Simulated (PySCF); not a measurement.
**COYb (charge +2): density, localisation and related maps**

```xyz
3

Yb    0.0000    0.0000   -0.5467
C     0.0000    0.0000    2.1056
O     0.0000    0.0000    3.2199
```

Level of theory: RKS PBE0, Yb def2-SVP with ECP28, C def2-SVP, O def2-SVP; non-relativistic Hamiltonian with scalar-relativistic core potentials where named; density fitting (PySCF).

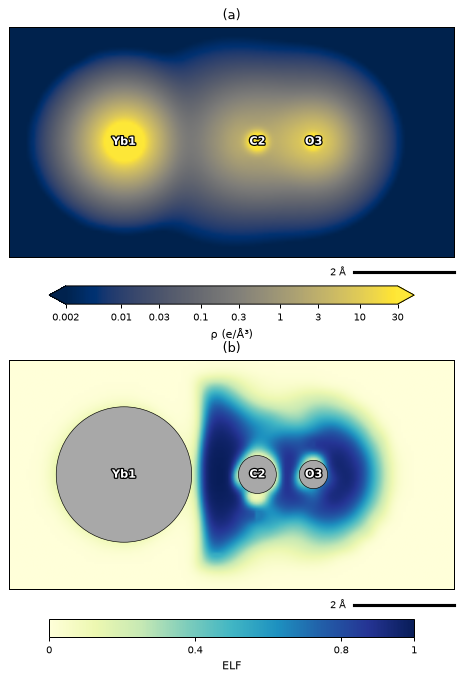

Figure 1. (a) total electron density; (b) electron localisation function on a plane that holds the molecular axis. Grey discs cover the atomic cores in the ELF map.

> Describe what can be read from this map.

- Atoms in the plane: Yb, C and O.
- C–O (1.11 Å): ρ at the midpoint is about 4.2 e/Å³; the ELF peaks at about 0.90 between the atoms (a multiple bond).
- C–Yb (2.65 Å): the density is about 0.22 e/Å³ at the midpoint; the ELF peaks at about 1 in the valence shell of C, 0.8 Å from its nucleus, and is about 0.15 at the midpoint.
- The ELF also peaks beside O3, away from the bonds: lone-pair regions.

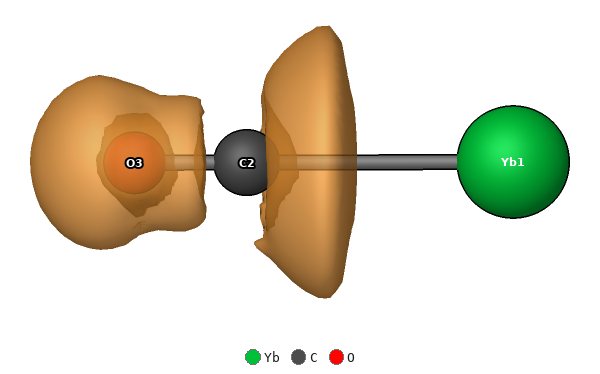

Figure 2. Isosurface of the electron localisation function at 0.75 (orange), seen from one side. Core shells and regions of very low density are left out.

> What do the ELF domains correspond to?

The surface consists of one lobe of the valence shell of C pointing towards Yb and one region on O in which the atom's valence shell and bonds are merged.

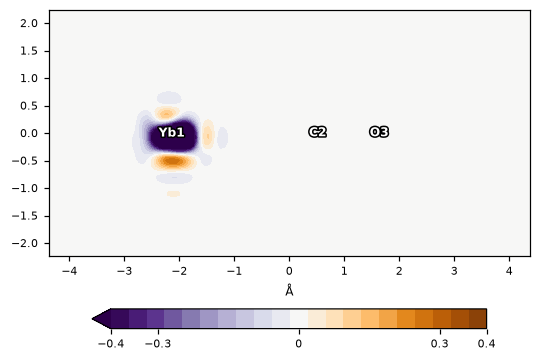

Figure 3. The HOMO−1 on a plane that holds the molecular axis (values in Å⁻³ᐟ²; the overall sign is arbitrary).

> Where does this orbital lie, and at what energy?

It lies mainly on Yb1 (about 100 %). It is one of a degenerate set, so its orientation is arbitrary. Its energy is −19.48 eV.
